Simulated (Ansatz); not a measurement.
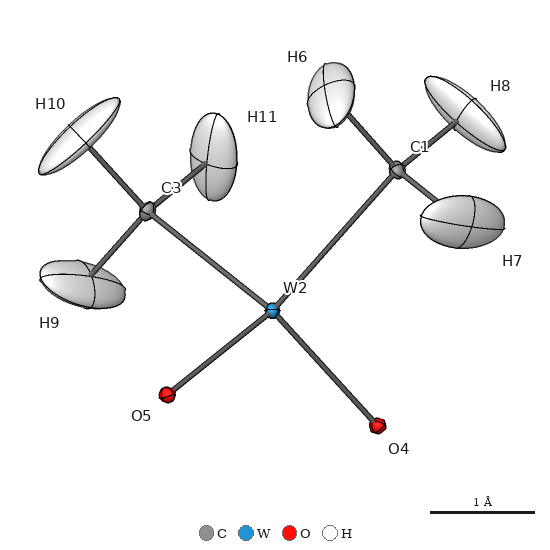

Displacement ellipsoids at the 50 % level, from the internal vibrations of the free molecule (harmonic, no overall translation or rotation; no half-axis is drawn under 0.075 Å). The species is neutral and a spin singlet. Vibrations computed with RKS PBE0-D4/def2-TZVP, core potentials on W (Ansatz 0.2.0). Temperature: 100 K.

Give the displacement parameters, one line for each set of equivalent atoms.

```csv
atom,U_eq (Å²),rms amplitudes (Å)
"C1, C3",0.0030,"0.046, 0.055, 0.063"
W2,0.00008,"0.009, 0.009, 0.009"
"O4, O5",0.0023,"0.032, 0.050, 0.059"
"H6, H8, H10, H11",0.0488,"0.088, 0.163, 0.335"
"H7, H9",0.0540,"0.091, 0.170, 0.353"
```
